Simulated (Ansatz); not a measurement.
## Electronic structure of CH9InSi2 in real space

```yaml
atoms:
  - { symbol: Si, position_ang: [-0.9706, 1.9463, -0.4778] }
  - { symbol: C, position_ang: [-0.1515, 1.1891, 1.0099] }
  - { symbol: In, position_ang: [1.2680, -0.3495, 0.4505] }
  - { symbol: Si, position_ang: [0.3948, -2.6342, -0.3555] }
  - { symbol: H, position_ang: [-1.7023, 0.8988, -1.2460] }
  - { symbol: H, position_ang: [-1.9415, 3.0240, -0.1361] }
  - { symbol: H, position_ang: [0.0502, 2.5335, -1.3932] }
  - { symbol: H, position_ang: [0.3659, 1.9548, 1.5930] }
  - { symbol: H, position_ang: [-0.9176, 0.7264, 1.6396] }
  - { symbol: H, position_ang: [2.9521, 0.0405, 0.5330] }
  - { symbol: H, position_ang: [1.1581, -3.7632, 0.2472] }
  - { symbol: H, position_ang: [0.5393, -2.7364, -1.8362] }
  - { symbol: H, position_ang: [-1.0449, -2.8301, -0.0283] }
```

Geometry: PBE0-D4/def2-TZVP; core potentials replace the inner electrons of In.

Method: Ansatz, RKS PBE0-D4/def2-TZVPP.

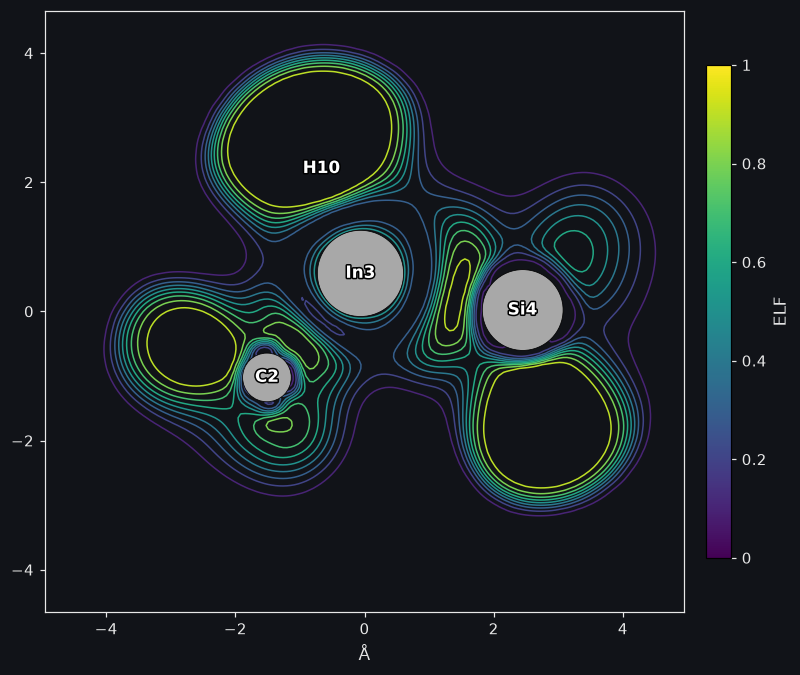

Figure 1. ELF on the plane of atoms Si4, In3 and H10. Grey discs cover the atomic cores.

Q: What does the map show?

A:
- Atoms in the plane: C, In, Si and H.
- C–In (2.17 Å): the ELF peaks at about 0.90 in the valence shell of C, 0.7 Å from its nucleus, and drops to about 0.20 between the two atoms.
- In–Si (2.58 Å): the ELF peaks at about 0.95 between the atoms: a shared electron pair.
- In–H (1.73 Å): the ELF climbs to about 1 towards the hydrogen.

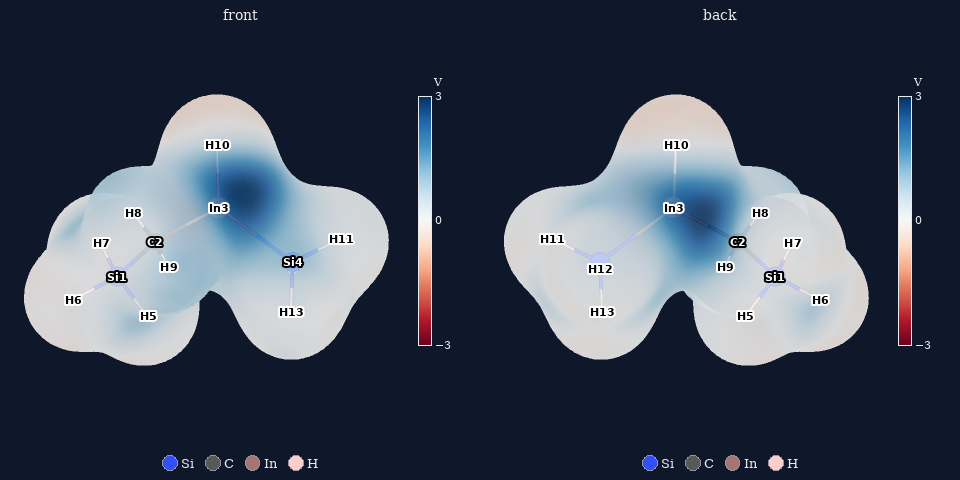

Figure 2. The electrostatic potential painted on the density surface at 0.002 e/bohr³, seen from the front and from behind; red is negative and blue positive.

Q: Where is the surface potential most negative and most positive?

A: The most negative region (about −0.3 V) lies over H10, the most positive (about +2.9 V) over In3.

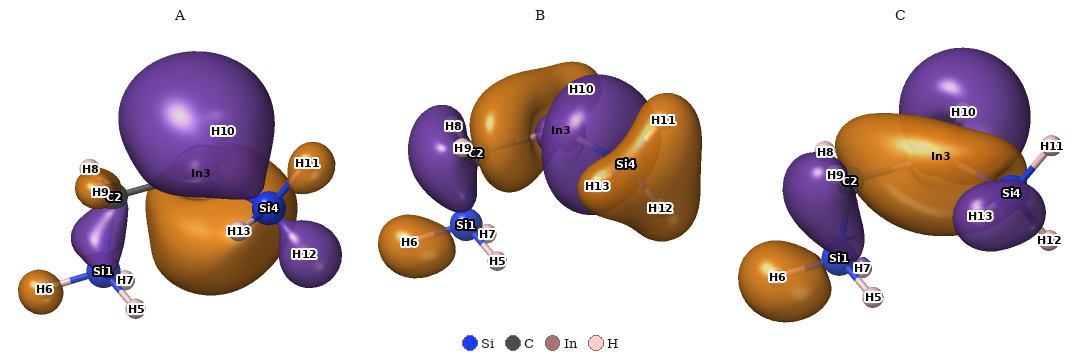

Figure 3. Three frontier orbitals at ±0.06 Å⁻³ᐟ² (orange and purple are the two phases), in no order.

Q: Which picture is the HOMO−1, the HOMO and the LUMO?

A: C is the HOMO−1 (−7.73 eV). It lies mainly on In3 (about 30 %), H10 (about 30 %), C2 (about 20 %) and Si4 (about 5 %). B is the HOMO (−7.20 eV). It lies mainly on Si4 (about 30 %), In3 (about 25 %) and C2 (about 20 %). A is the LUMO (−1.99 eV). Its weight (Hirshfeld) is mainly on In3 (about 70 %) and Si4 (about 10 %).

Q: What is the HOMO–LUMO gap?

A: 5.21 eV between the orbital energies.
